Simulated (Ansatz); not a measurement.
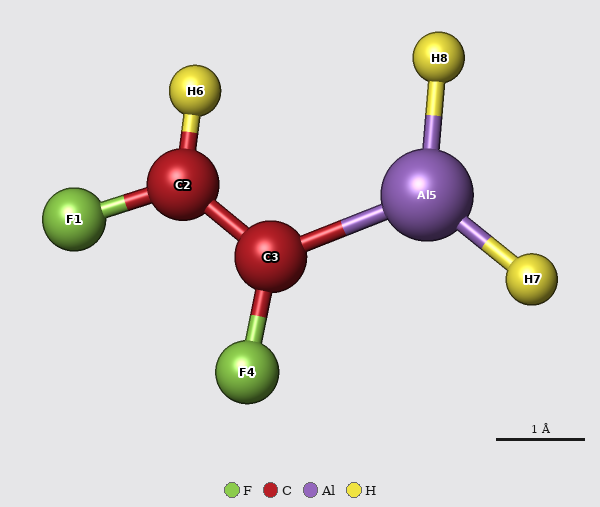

The structure (ball-and-stick view, seen at an oblique angle; atoms are numbered from 1 in the order of the input). Sticks mark near contacts. Bond lengths as drawn: Al–C 1.95 Å, Al–H 1.58 Å, C–C 1.33 Å, C–F 1.33 to 1.35 Å and C–H 1.08 Å.

# C₂H₃AlF₂: a changed input and its effect

System: C₂H₃AlF₂.
Method of run A: RKS SPW92 (LDA)/def2-TZVPP (Ansatz 0.2.0).

The geometry comes from this level: PBE0-D4/def2-TZVP. Text and figures count atoms from 1; the logs count them from 0 in places.

The input, run A:
```yaml
crystal:
  periodic: [false, false, false]
  atoms:
    - {symbol: F, position_ang: [1.088623, 0.513941, 2.296348]}
    - {symbol: C, position_ang: [0.446879, 0.568044, 1.135446]}
    - {symbol: C, position_ang: [0.323448, -0.469055, 0.305105]}
    - {symbol: F, position_ang: [0.885228, -1.642457, 0.668886]}
    - {symbol: Al, position_ang: [-0.643590, -0.264870, -1.373574]}
    - {symbol: H, position_ang: [0.024082, 1.541190, 0.913948]}
    - {symbol: H, position_ang: [-0.796848, -1.483715, -2.365776]}
    - {symbol: H, position_ang: [-1.235620, 1.179722, -1.636182]}
basis:
  gaussian: {orbitals: def2-TZVPP}
hamiltonian: {xc: lda}
output: {orbitals: {seedname: orbitals}}
```

Hardware: 4 CPU threads, shared host.

Output (run A):
```
Functional definition: SPW92
  exchange = slater_x
  correlation = pw_c
1118 factors; their error is unknown
mean field evaluation 1: about -14066.4562 eV, gradient 5.1e1 eV
mean field evaluation 2: about -14045.9441 eV, gradient 9.1e1 eV
mean field evaluation 4: about -14072.1041 eV, gradient 1.5e1 eV
mean field evaluation 8: about -14072.6285 eV, gradient 8.4e-2 eV
mean field evaluation 16: about -14072.6103 eV, gradient 9.5e-5 eV
mean field -14072.61026900 eV, -517.1588886279 hartree, gradient 3.2e-5 eV, S^2 0.000000; 0 other end points of the search recorded, 0 dependent functions left out
reference -14072.61030738 eV, -517.1588900384 hartree; 23, 23 occupied and 185, 185 virtual orbitals, 1118 factors
Total energy: -14072.61030738 eV, -517.1588900384 hartree
```

For run B the input was changed thus:
```diff
-hamiltonian: {xc: lda}
+hamiltonian: {xc: {name: BLYP}, dispersion: d4}
```

What does this change do to the results?

The total energies belong to different models, so their difference says nothing on which is more stable or more accurate. The HOMO goes from −6.65 to −6.30 eV. The LUMO goes from −2.91 to −2.55 eV.

Output (run B):
```
Functional definition: BLYP
  parameter beta = 0.0042
  parameter a = 0.04918
  parameter b = 0.132
  parameter c = 0.2533
  parameter d = 0.349
  exchange = b88_x(beta = beta)
  correlation = lyp_c(a = a, b = b, c = c, d = d)
1118 factors; their error is unknown
mean field evaluation 1: about -14147.8490 eV, gradient 5.3e1 eV
mean field evaluation 2: about -14126.4856 eV, gradient 9.3e1 eV
mean field evaluation 4: about -14153.9184 eV, gradient 1.4e1 eV
mean field evaluation 8: about -14154.3974 eV, gradient 9.8e-2 eV
mean field evaluation 16: about -14154.3770 eV, gradient 6.5e-5 eV
mean field -14154.37704300 eV, -520.1637621488 hartree, gradient 6.5e-5 eV, S^2 0.000000; 0 other end points of the search recorded, 0 dependent functions left out
reference -14154.37738470 eV, -520.1637747062 hartree; 23, 23 occupied and 185, 185 virtual orbitals, 1118 factors
Total energy: -14154.68482515 eV, -520.1750729345 hartree
```

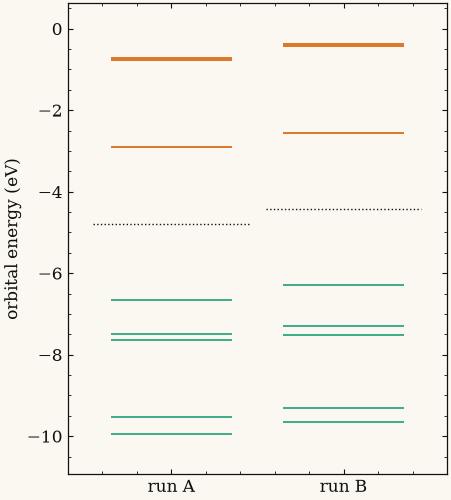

The five highest filled and three lowest empty orbital energies of the two runs; the dotted lines part filled from empty levels. The HOMO–LUMO gap is 3.74 eV in run A and 3.75 eV in run B.

The two runs side by side:

| quantity | run A | run B |
| --- | --- | --- |
| outcome | converged | converged |
| total energy (hartree) | −517.158890 | −520.175073 |
| HOMO (eV) | −6.65 | −6.30 |
| LUMO (eV) | −2.91 | −2.55 |
| basis functions | 208 | 208 |
| wall time (shared host) | 1.2 s | 2 s |
